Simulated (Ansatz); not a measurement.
# CH5B2F: rotation by 180° about the B2–B3 bond

Wanted: the energy profile along the rotation by 180° about the B2–B3 bond, from relaxed end points and a band of images. SMILES of the start: CBBF.

Method: RKS PBE0/def2-SVP, in Ansatz 0.2.0.

## Step 1: The structure to begin with

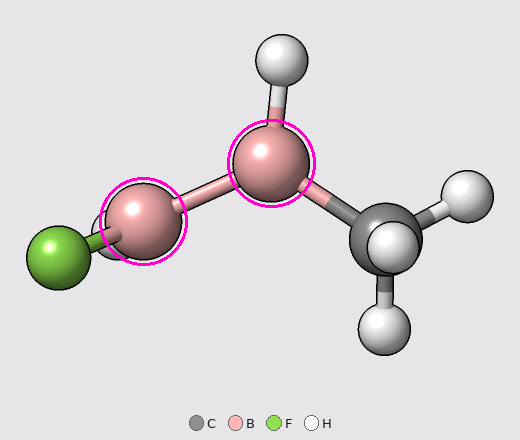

Start, viewed from a chosen angle; carbon grey, boron pink, fluorine green, hydrogen white. Ringed: B2, B3.

Coordinates:

```xyz
9

C    -0.1474    1.2620   -0.1371
B     0.4664   -0.1759   -0.3394
B    -0.0729   -1.5248    0.4583
F    -1.0338   -2.3180    0.0062
H    -0.7885    1.4572   -0.9992
H    -0.7662    1.3788    0.7488
H     0.6016    2.0516   -0.1405
H     1.3680   -0.2395   -1.0933
H     0.3728   -1.8913    1.4963
```

## Step 2: Relaxing end A

input.yaml reads:

```yaml
crystal:
  periodic: [false, false, false]
  atoms:
    - { symbol: C, position_ang: [-0.1474, 1.26197, -0.13715] }
    - { symbol: B, position_ang: [0.46645, -0.17595, -0.3394] }
    - { symbol: B, position_ang: [-0.0729, -1.5248, 0.45832] }
    - { symbol: F, position_ang: [-1.03376, -2.31802, 0.00615] }
    - { symbol: H, position_ang: [-0.78851, 1.45718, -0.99916] }
    - { symbol: H, position_ang: [-0.76625, 1.37883, 0.7488] }
    - { symbol: H, position_ang: [0.60163, 2.05159, -0.14054] }
    - { symbol: H, position_ang: [1.36799, -0.23954, -1.09333] }
    - { symbol: H, position_ang: [0.37275, -1.89125, 1.49632] }
basis:
  gaussian: { orbitals: def2-SVP }
hamiltonian:
  xc: pbe0
relax:
  f_tol: 0.015
  max_steps: 40
```

Started as:

```bash
ansatz run input.yaml --threads 1 --pin off --max-ram 2048MiB --backend cpu --events-out ev --progress --plain --runs-dir out
```

Log (excerpt; [...] marks lines left out):

```text
Warning: RAYON_NUM_THREADS=1 ignored (pool sized by the plan → 1); use --threads N
[...]
Functional definition: PBE0
[...]
905 factors; integrals over basis functions are off by at most 2.5e-4 eV
[...]
mean field -5178.39848857 eV, -190.3026344103 hartree, gradient 1.4e-5 eV, S^2 0.000000; 0 other end points of the search recorded, 0 dependent functions left out
[...]
reference -5178.39851394 eV, -190.3026353427 hartree; 15, 15 occupied and 66, 66 virtual orbitals, 905 factors
relax step   1: F+E_penalty+E_count = -5178.39848857 eV  Δ(F+E_penalty+E_count) = +0.000e0 eV  max|allowed force component| = 9.446e-1 eV/Å  Δτ_max = 0.0000 Å  (24 SCF iters, accepted)
[...]
relax step   3: F+E_penalty+E_count = -5178.45667526 eV  Δ(F+E_penalty+E_count) = -3.504e-5 eV  max|allowed force component| = 5.366e-1 eV/Å  Δτ_max = 0.0965 Å  (26 SCF iters, accepted)
[...]
relax step   5: F+E_penalty+E_count = -5178.47126280 eV  Δ(F+E_penalty+E_count) = -1.378e-3 eV  max|allowed force component| = 1.260e-1 eV/Å  Δτ_max = 0.0381 Å  (24 SCF iters, accepted)
[...]
relax step   7: F+E_penalty+E_count = -5178.47228877 eV  Δ(F+E_penalty+E_count) = -1.026e-3 eV  max|allowed force component| = 5.160e-2 eV/Å  Δτ_max = 0.0132 Å  (25 SCF iters, accepted)
[...]
relax step   8: F+E_penalty+E_count = -5178.47264350 eV  Δ(F+E_penalty+E_count) = -3.547e-4 eV  max|allowed force component| = 1.767e-2 eV/Å  Δτ_max = 0.0247 Å  (24 SCF iters, accepted)
[...]
relax step   9: F+E_penalty+E_count = -5178.47267821 eV  Δ(F+E_penalty+E_count) = -3.471e-5 eV  max|allowed force component| = 8.296e-3 eV/Å  Δτ_max = 0.0150 Å  (24 SCF iters, accepted)
905 factors; integrals over basis functions are off by at most 2.6e-4 eV
[...]
mean field -5178.47267821 eV, -190.3053608294 hartree, gradient 8.0e-5 eV, S^2 0.000000; 1 other end points of the search recorded, 0 dependent functions left out
[...]
reference -5178.47270377 eV, -190.3053617687 hartree; 15, 15 occupied and 66, 66 virtual orbitals, 905 factors
Total energy: -5178.47270377 eV, -190.3053617687 hartree
Atom 0 at    -0.139572     1.281924    -0.112814 Å, force     0.006534     0.007997    -0.001407 eV/Å
Atom 1 at     0.463428    -0.145313    -0.307942 Å, force    -0.006044    -0.004615     0.008296 eV/Å
Atom 2 at    -0.084479    -1.551711     0.459756 Å, force     0.003145     0.001329    -0.003307 eV/Å
Atom 3 at    -1.071284    -2.302500    -0.022448 Å, force    -0.004650    -0.006467    -0.003887 eV/Å
Atom 4 at    -0.790398     1.391888    -1.007402 Å, force    -0.000910    -0.000925    -0.001196 eV/Å
Atom 5 at    -0.783169     1.432590     0.765174 Å, force    -0.003611    -0.000226     0.003322 eV/Å
Atom 6 at     0.596241     2.096780    -0.189832 Å, force     0.000185     0.003826    -0.000547 eV/Å
Atom 7 at     1.395539    -0.250179    -1.084336 Å, force     0.002767    -0.003137    -0.004388 eV/Å
Atom 8 at     0.413693    -1.953469     1.499856 Å, force     0.002584     0.002218     0.003114 eV/Å
Dipole moment:     0.037666     0.270236    -0.006298 e Å
```

Run time: 25 s. Hardware: 1 thread of Arm Neoverse V2, shared host; peak memory 0.14 GiB.

Relaxation path:

```csv
step,energy from step 1 (eV),largest force component (eV/Å)
1,0.0000,0.9446
2,-0.0582,0.4497
3,-0.0582,0.5366
4,-0.0714,0.1642
5,-0.0728,0.1260
6x,-0.0721,0.1553
7,-0.0738,0.0516
8,-0.0742,0.0177
9,-0.0742,0.0083
```

Step 1 is the start. 1 step was tried and not accepted (marked x).

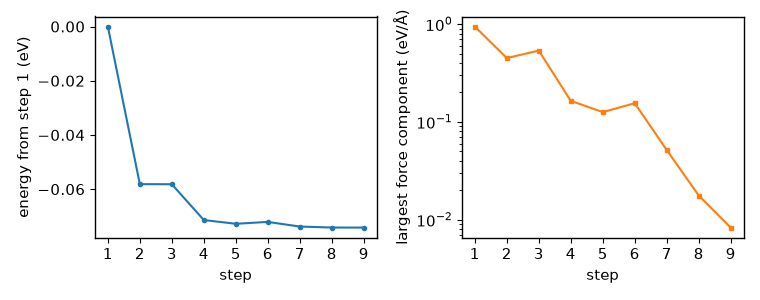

How energy and force went from step to step.

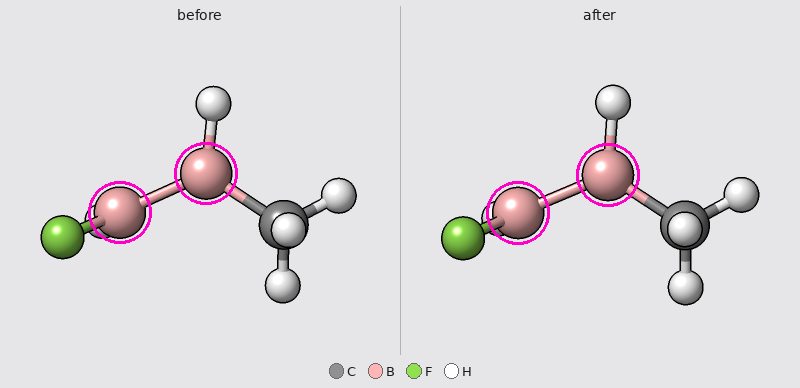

Before and after, at one scale.

After: Bond lengths: C1–B2 1.562 Å, B2–B3 1.693 Å, B3–F4 1.330 Å, C1–H5 1.112 Å, C1–H6 1.099 Å, C1–H7 1.101 Å, B2–H8 1.218 Å, B3–H9 1.221 Å. Angles: C1–B2–B3 125.3°, C1–B2–H8 117.0°, B3–B2–H8 117.7°, B2–C1–H5 102.5°, B2–C1–H6 116.8°, B2–C1–H7 114.2°, H5–C1–H6 106.6°, H5–C1–H7 105.2°, H6–C1–H7 110.2°, B2–B3–F4 123.0°, B2–B3–H9 121.8°, F4–B3–H9 115.2°.

## Step 3: End point B

The second end starts from a geometry with the move made by hand.

input.yaml: that of step 2 with these lines changed.

```diff
@@ -6,3 +6,3 @@
     - { symbol: B, position_ang: [-0.0729, -1.5248, 0.45832] }
-    - { symbol: F, position_ang: [-1.03376, -2.31802, 0.00615] }
+    - { symbol: F, position_ang: [0.40589, -1.93717, 1.62349] }
     - { symbol: H, position_ang: [-0.78851, 1.45718, -0.99916] }
@@ -11,3 +11,3 @@
     - { symbol: H, position_ang: [1.36799, -0.23954, -1.09333] }
-    - { symbol: H, position_ang: [0.37275, -1.89125, 1.49632] }
+    - { symbol: H, position_ang: [-0.94347, -2.22103, 0.04879] }
 basis:
```

Started as:

```bash
ansatz run input.yaml --threads 1 --pin off --max-ram 2048MiB --backend cpu --events-out ev --progress --plain --runs-dir out
```

Log (excerpt; [...] marks lines left out):

```text
Warning: RAYON_NUM_THREADS=1 ignored (pool sized by the plan → 1); use --threads N
[...]
[... 1 set-up line as earlier in the session ...]
[...]
905 factors; integrals over basis functions are off by at most 2.5e-4 eV
[...]
mean field -5178.38791072 eV, -190.3022456814 hartree, gradient 1.6e-5 eV, S^2 0.000000; 0 other end points of the search recorded, 0 dependent functions left out
[...]
reference -5178.38793625 eV, -190.3022466199 hartree; 15, 15 occupied and 66, 66 virtual orbitals, 905 factors
relax step   1: F+E_penalty+E_count = -5178.38791072 eV  Δ(F+E_penalty+E_count) = +0.000e0 eV  max|allowed force component| = 1.004e0 eV/Å  Δτ_max = 0.0000 Å  (24 SCF iters, accepted)
[...]
relax step   3: F+E_penalty+E_count = -5178.46606559 eV  Δ(F+E_penalty+E_count) = -1.354e-2 eV  max|allowed force component| = 1.022e-1 eV/Å  Δτ_max = 0.0412 Å  (24 SCF iters, accepted)
[...]
reference -5178.46912926 eV, -190.3052304079 hartree; 15, 15 occupied and 66, 66 virtual orbitals, 905 factors
Total energy: -5178.46912926 eV, -190.3052304079 hartree
Atom 0 at    -0.147887     1.285038    -0.116159 Å, force     0.002255     0.002360     0.000355 eV/Å
Atom 1 at     0.470651    -0.141242    -0.280698 Å, force     0.005420     0.008926    -0.007396 eV/Å
Atom 2 at    -0.074007    -1.550680     0.483038 Å, force    -0.004064    -0.009414     0.005578 eV/Å
Atom 3 at     0.454455    -2.002582     1.617356 Å, force    -0.000491    -0.000276    -0.001908 eV/Å
Atom 4 at    -0.764337     1.423918    -1.028896 Å, force    -0.001984    -0.002758    -0.000105 eV/Å
Atom 5 at    -0.805648     1.443937     0.749768 Å, force    -0.000484     0.000610     0.001595 eV/Å
Atom 6 at     0.608620     2.084358    -0.165760 Å, force     0.000697     0.001328    -0.001607 eV/Å
Atom 7 at     1.356109    -0.257471    -1.109626 Å, force    -0.002308    -0.000774     0.004290 eV/Å
Atom 8 at    -0.974525    -2.234197     0.020797 Å, force     0.000959    -0.000001    -0.000801 eV/Å
Dipole moment:    -0.086610     0.247370    -0.145717 e Å
```

Run time: 24 s. Hardware: 1 thread of Arm Neoverse V2, shared host; peak memory 0.14 GiB.

The steps of the relaxation:

```csv
step,energy from step 1 (eV),largest force component (eV/Å)
1,0.0000,1.0036
2,-0.0646,0.4836
3,-0.0782,0.1022
4,-0.0790,0.1084
5x,-0.0789,0.1339
6,-0.0805,0.0231
7,-0.0811,0.0193
8x,-0.0809,0.0439
9,-0.0812,0.0094
```

Step 1 is the start. 2 steps were tried and not accepted (marked x).

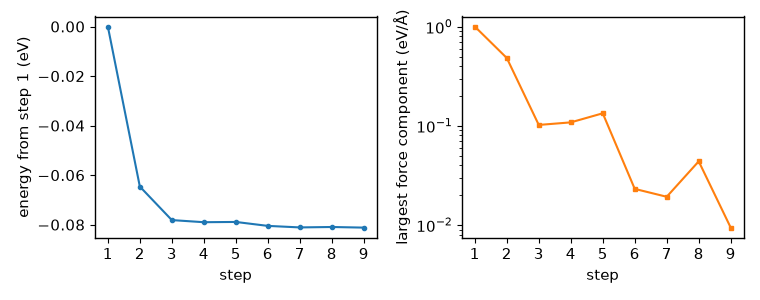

Energy and largest force along the relaxation.

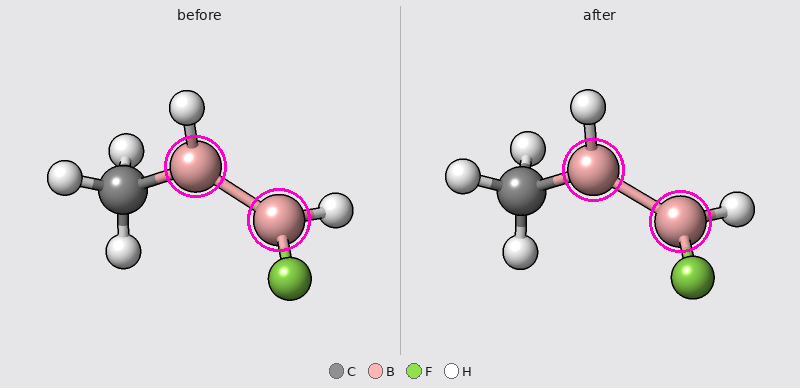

Before and after, at one scale.

After: Bond lengths: C1–B2 1.563 Å, B2–B3 1.693 Å, B3–F4 1.330 Å, C1–H5 1.110 Å, C1–H6 1.099 Å, C1–H7 1.102 Å, B2–H8 1.218 Å, B3–H9 1.221 Å. Angles: C1–B2–B3 125.8°, C1–B2–H8 116.5°, B3–B2–H8 117.5°, B2–C1–H5 104.3°, B2–C1–H6 116.9°, B2–C1–H7 112.7°, H5–C1–H6 107.3°, H5–C1–H7 104.7°, H6–C1–H7 110.0°, B2–B3–F4 122.7°, B2–B3–H9 122.2°, F4–B3–H9 115.2°.

## Step 4: Nudged elastic band

crystal.atoms is end A as relaxed above, and neb.final_atoms is end B, turned to lie on A. With 7 inner images the band has 9 in all. The start path is listed, through a guess of the saddle.

input.yaml reads:

```yaml
crystal:
  periodic: [false, false, false]
  atoms:
    - { symbol: C, position_ang: [-0.139572, 1.281924, -0.112814] }
    - { symbol: B, position_ang: [0.463428, -0.145313, -0.307942] }
    - { symbol: B, position_ang: [-0.084479, -1.551711, 0.459756] }
    - { symbol: F, position_ang: [-1.071284, -2.3025, -0.022448] }
    - { symbol: H, position_ang: [-0.790398, 1.391888, -1.007402] }
    - { symbol: H, position_ang: [-0.783169, 1.43259, 0.765174] }
    - { symbol: H, position_ang: [0.596241, 2.09678, -0.189832] }
    - { symbol: H, position_ang: [1.395539, -0.250179, -1.084336] }
    - { symbol: H, position_ang: [0.413693, -1.953469, 1.499856] }
basis:
  gaussian: { orbitals: def2-SVP }
hamiltonian:
  xc: pbe0
neb:
  order_check: false
  images: 7
  f_tol: 0.05
  max_iterations: 60
  final_atoms:
    - { symbol: C, position_ang: [-0.14651861, 1.28331235, -0.11296206] }
    - { symbol: B, position_ang: [0.46551412, -0.14461836, -0.28722275] }
    - { symbol: B, position_ang: [-0.11596324, -1.56495817, 0.42760547] }
    - { symbol: F, position_ang: [0.37043148, -2.04536306, 1.56900643] }
    - { symbol: H, position_ang: [-0.73084167, 1.44688504, -1.04258436] }
    - { symbol: H, position_ang: [-0.83164223, 1.42974795, 0.73373164] }
    - { symbol: H, position_ang: [0.61773422, 2.07674851, -0.12019033] }
    - { symbol: H, position_ang: [1.37730629, -0.2511984, -1.08843585] }
    - { symbol: H, position_ang: [-1.00602137, -2.23054586, -0.07893619] }
  initial_path:
    images:
      - { positions_ang: [[-0.139572, 1.281924, -0.112814], [0.463428, -0.145313, -0.307942], [-0.084479, -1.551711, 0.459756], [-1.071284, -2.3025, -0.022448], [-0.790398, 1.391888, -1.007402], [-0.783169, 1.43259, 0.765174], [0.596241, 2.09678, -0.189832], [1.395539, -0.250179, -1.084336], [0.413693, -1.953469, 1.499856]] }
      - { positions_ang: [[-0.12015181, 1.28162524, -0.10083647], [0.43069692, -0.15808121, -0.34333191], [-0.09618822, -1.54554299, 0.45051347], [-0.75508361, -2.41984303, 0.00909832], [-0.8104739, 1.43837056, -0.93943671], [-0.6948567, 1.42708183, 0.81128301], [0.63236812, 2.07159481, -0.20092035], [1.29936825, -0.26420074, -1.16450408], [0.11431994, -1.83099447, 1.47814673]] }
      - { positions_ang: [[-0.10073161, 1.28132647, -0.08885895], [0.39796585, -0.17084941, -0.37872182], [-0.10789745, -1.53937499, 0.44127094], [-0.43888322, -2.53718606, 0.04064464], [-0.8305498, 1.48485312, -0.87147143], [-0.6065444, 1.42157366, 0.85739202], [0.66849525, 2.04640962, -0.2120087], [1.2031975, -0.27822248, -1.24467216], [-0.18505312, -1.70851993, 1.45643745]] }
      - { positions_ang: [[-0.08131142, 1.28102771, -0.07688142], [0.36523477, -0.18361762, -0.41411173], [-0.11960667, -1.53320698, 0.4320284], [-0.12268283, -2.65452909, 0.07219096], [-0.8506257, 1.53133568, -0.80350614], [-0.5182321, 1.41606549, 0.90350104], [0.70462237, 2.02122443, -0.22309705], [1.10702675, -0.29224423, -1.32484024], [-0.48442618, -1.5860454, 1.43472818]] }
      - { positions_ang: [[-0.06189122, 1.28072895, -0.0649039], [0.33250369, -0.19638582, -0.44950164], [-0.1313159, -1.52703898, 0.42278587], [0.19351756, -2.77187212, 0.10373728], [-0.87070161, 1.57781823, -0.73554086], [-0.4299198, 1.41055732, 0.94961005], [0.7407495, 1.99603924, -0.2341854], [1.01085601, -0.30626597, -1.40500831], [-0.78379924, -1.46357086, 1.41301891]] }
      - { positions_ang: [[-0.08304807, 1.2813748, -0.07691844], [0.3657563, -0.18344396, -0.40893192], [-0.12747773, -1.53651878, 0.42399077], [0.23774604, -2.59024485, 0.47005457], [-0.83573662, 1.54508494, -0.81230173], [-0.53035041, 1.41535498, 0.89564045], [0.70999568, 2.01621656, -0.20568663], [1.10246858, -0.29249907, -1.3258652], [-0.83935477, -1.65531461, 1.04003013]] }
      - { positions_ang: [[-0.10420492, 1.28202065, -0.08893298], [0.39900891, -0.17050209, -0.3683622], [-0.12363957, -1.54599858, 0.42519567], [0.28197452, -2.40861759, 0.83637185], [-0.80077164, 1.51235164, -0.88906261], [-0.63078102, 1.42015264, 0.84167085], [0.67924186, 2.03639387, -0.17718786], [1.19408115, -0.27873218, -1.24672208], [-0.8949103, -1.84705836, 0.66704136]] }
      - { positions_ang: [[-0.12536176, 1.2826665, -0.10094752], [0.43226152, -0.15756023, -0.32779248], [-0.1198014, -1.55547837, 0.42640057], [0.326203, -2.22699033, 1.20268914], [-0.76580665, 1.47961834, -0.96582349], [-0.73121163, 1.42495029, 0.78770124], [0.64848804, 2.05657119, -0.14868909], [1.28569372, -0.26496529, -1.16757896], [-0.95046584, -2.03880211, 0.29405259]] }
      - { positions_ang: [[-0.14651861, 1.28331235, -0.11296206], [0.46551412, -0.14461836, -0.28722275], [-0.11596324, -1.56495817, 0.42760547], [0.37043148, -2.04536306, 1.56900643], [-0.73084167, 1.44688504, -1.04258436], [-0.83164223, 1.42974795, 0.73373164], [0.61773422, 2.07674851, -0.12019033], [1.37730629, -0.2511984, -1.08843585], [-1.00602137, -2.23054586, -0.07893619]] }
```

Started as:

```bash
ansatz run input.yaml --threads 1 --pin off --max-ram 2048MiB --backend cpu --events-out ev --progress --plain --runs-dir out
```

Log (excerpt; [...] marks lines left out):

```text
Warning: RAYON_NUM_THREADS=1 ignored (pool sized by the plan → 1); use --threads N
[...]
[... 1 set-up line as earlier in the session ...]
[...]
905 factors; integrals over basis functions are off by at most 2.6e-4 eV
[...]
mean field -5178.47268202 eV, -190.3053609692 hartree, gradient 1.6e-5 eV, S^2 0.000000; 0 other end points of the search recorded, 0 dependent functions left out
[...]
reference -5178.47270762 eV, -190.3053619103 hartree; 15, 15 occupied and 66, 66 virtual orbitals, 905 factors
905 factors; integrals over basis functions are off by at most 2.8e-4 eV
[...]
mean field -5178.46910229 eV, -190.3052294168 hartree, gradient 2.2e-5 eV, S^2 0.000000; 0 other end points of the search recorded, 0 dependent functions left out
[...]
reference -5178.46912837 eV, -190.3052303752 hartree; 15, 15 occupied and 66, 66 virtual orbitals, 905 factors
[...]
Atom 0 at    -0.018775     1.297037    -0.047262 Å, force    -0.001378    -0.004250    -0.008097 eV/Å
Atom 1 at     0.410062    -0.148427    -0.422775 Å, force    -0.003121     0.003894    -0.005665 eV/Å
Atom 2 at    -0.168921    -1.543065     0.448030 Å, force     0.001961    -0.012780    -0.002932 eV/Å
Atom 3 at     0.126923    -2.762821     0.019164 Å, force    -0.001228     0.010136     0.004907 eV/Å
Atom 4 at    -0.918740     1.431774    -0.692039 Å, force     0.001230     0.002401     0.004427 eV/Å
Atom 5 at    -0.366257     1.446337     0.985785 Å, force    -0.000740     0.000342     0.001638 eV/Å
Atom 6 at     0.674263     2.096791    -0.347406 Å, force     0.001164    -0.000126     0.002757 eV/Å
Atom 7 at     1.110095    -0.309676    -1.402961 Å, force     0.001676    -0.000709     0.002511 eV/Å
Atom 8 at    -0.848650    -1.507940     1.459477 Å, force     0.000438     0.001092     0.000454 eV/Å
Dipole moment:    -0.075635     0.289278     0.022319 e Å
this run last wrote the band of iteration 14 to <dir>; this run last wrote the band within `neb.f_tol` of iteration 10 to <dir>
```

Run time: 3.9 min. Hardware: 1 thread of Arm Neoverse V2, shared host; peak memory 0.15 GiB.

(Part 1 of 2 ends here.)
